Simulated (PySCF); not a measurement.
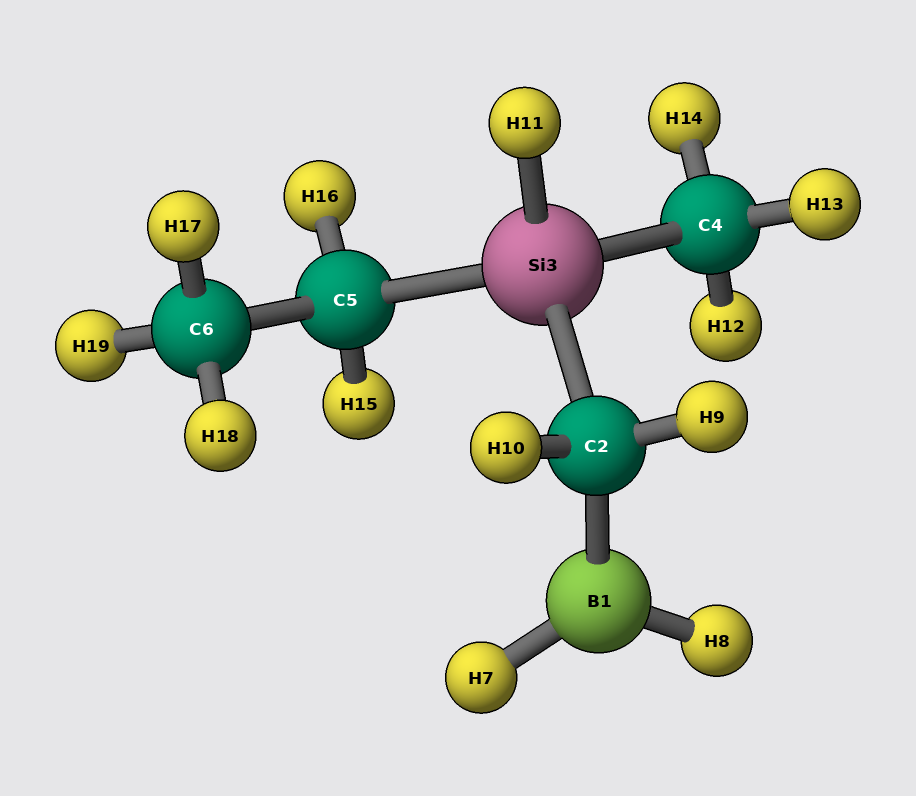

The geometry was computed by an optimisation with GFN2-xTB. No frequency run is at hand to confirm it as a minimum. Properties computed with GIAO PBE0/pcSseg-1 NMR shielding, non-relativistic, gas phase (PySCF 2.14.0). Principal shieldings σ11 ≤ σ22 ≤ σ33, span Ω = σ33 − σ11, skew κ = 3(σiso − σ22)/Ω.

Give the shielding tensors of the B atoms.

| atom | σ11 | σ22 | σ33 | σiso | Ω | κ |
| --- | --- | --- | --- | --- | --- | --- |
| B1 | −71.5 | −21.0 | 137.1 | 14.8 | 208.6 | 0.52 |

Shieldings and span in ppm.

The geometry is semi-empirical. Around B, Si such bond lengths and angles can be off by a tenth of an ångström or more and by several degrees, and values that hang on the shape move with them.
